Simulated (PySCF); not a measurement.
**C3H9F3Si2: density, localisation and related maps**

Input file:

```
{"job": {"kind": "uv", "xc": "CAM-B3LYP", "basis": "def2-SVPD", "nstates": 8, "ntriplets": 3}, "charge": 0, "multiplicity": 1}
F      2.783243    -0.149797    -1.765018
C      2.870529     0.410461    -0.540226
F      4.129353     0.179278    -0.116577
F      2.782520     1.743220    -0.734794
Si     1.530846    -0.265406     0.700855
C     -0.156573     0.117689    -0.068014
C     -1.313853    -0.428056     0.772298
Si    -3.016186    -0.007579     0.025366
H      1.825387    -1.694652     0.807363
H      1.800351     0.453005     1.946578
H     -0.276238     1.198241    -0.186139
H     -0.213879    -0.306604    -1.074221
H     -1.205966    -1.508816     0.870431
H     -1.245475    -0.026132     1.783965
H     -3.082134    -0.550979    -1.332178
H     -4.058102    -0.600841     0.862638
H     -3.160821     1.448998    -0.013851
```

Run with:

```sh
OMP_NUM_THREADS=1 python probes_run.py task.json out
```

Geometry: GFN2-xTB.

Theory: CAM-B3LYP/def2-SVPD, SCF density, gas phase in PySCF 2.14.0.

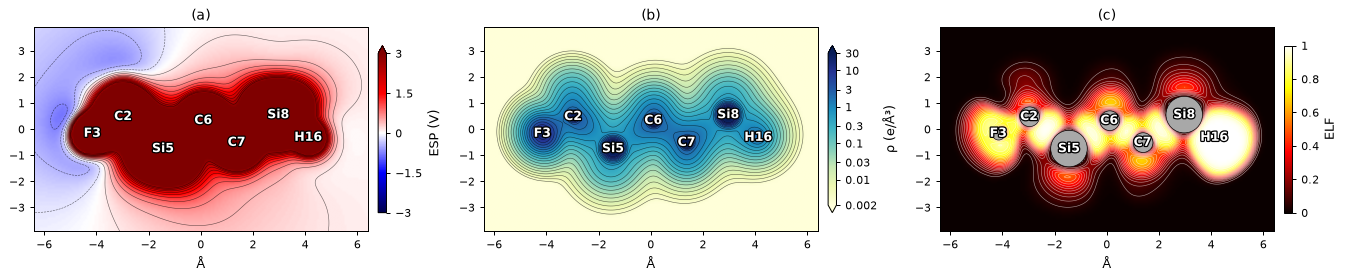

Figure 1. (a) electrostatic potential; (b) electron density; (c) electron localisation function on the plane of atoms C7, Si8 and H16. Grey discs cover the atomic cores in the ELF map.

Interpret the plot.

Answer.
- The section cuts through C, F, Si and H sites.
- C–F (1.35 Å): ρ at the midpoint is about 2.3 e/Å³, with its minimum of 1.8 e/Å³ about 0.5 Å from C; the ELF peaks at about 0.85 between the atoms; a shared but strongly polarised pair.
- C–C (1.53 Å): ρ at the midpoint is about 1.6 e/Å³; the ELF peaks at about 0.95 between the atoms (a shared electron pair).
- C–Si (1.89 Å): the density is about 0.96 e/Å³ at the midpoint; the ELF peaks at about 0.95 between the atoms: a shared electron pair.
- C–Si (1.95 Å): ρ is about 0.93 e/Å³ halfway; the ELF peaks at about 1 between the atoms: localised, covalent bonding.
- Si–H (1.46 Å): ρ is about 0.79 e/Å³ halfway; the ELF climbs to about 1 towards the hydrogen, as it does in any bond to H.
- The ELF also peaks beside F3, away from the bonds: lone-pair regions.
- Outside the dense part of the molecule the potential is most negative (−0.8 V) near F3.

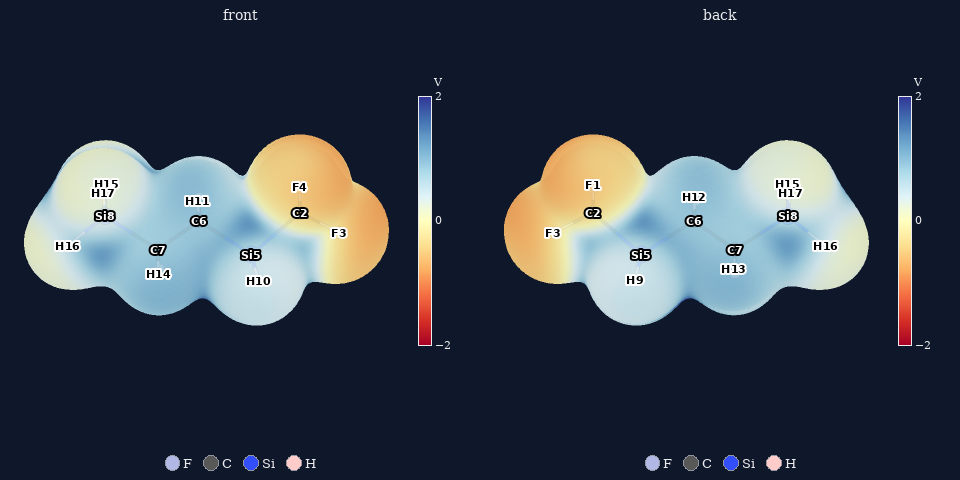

Figure 2. The electrostatic potential painted on the density surface at 0.002 e/bohr³, seen from the front and from behind; red is negative and blue positive.

Where is the surface potential most negative and most positive?

Answer. The most negative region (about −0.8 V) lies over F1, F3 and F4, the most positive (about +1.6 V) over Si5.
